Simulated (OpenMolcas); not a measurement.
## How basis sets differ on C2H3ClNSi (SMILES C[Si](Cl)C#N)

C2H3ClNSi has 8 atoms, charge 0, and is taken as a doublet. As SMILES, `C[Si](Cl)C#N`. The shape is that of a PBE0-D4/def2-TZVP optimisation.

Quantity: the dipole moment, in D. The values are calculated.

```csv
level,kind,program,value (D),CPU time
ROHF/ANO-R0 (sfX2C),Hartree–Fock,OpenMolcas,2.35,5.5 s
ROHF/ANO-RCC-MB (DKH2),Hartree–Fock,OpenMolcas,3.71,9.6 s
UHF/STO-3G,Hartree–Fock,OpenMolcas,3.90,2.5 s
UHF/3-21G,Hartree–Fock,OpenMolcas,3.97,3.6 s
UHF/def2-SVP,Hartree–Fock,OpenMolcas,3.77,13 s
```

The values span 2.35 to 3.97 D. Spin contamination of the reference (⟨S²⟩ at least 0.1 too high) touches UHF/STO-3G. Magnitudes only. Sets without polarisation functions give poor dipoles. CPU times are rough (shared hosts, several kinds of processor and program).

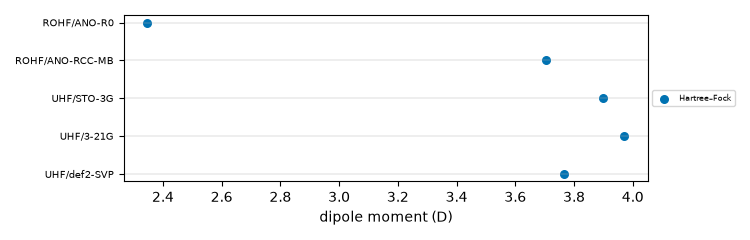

The values of the table, level by level.
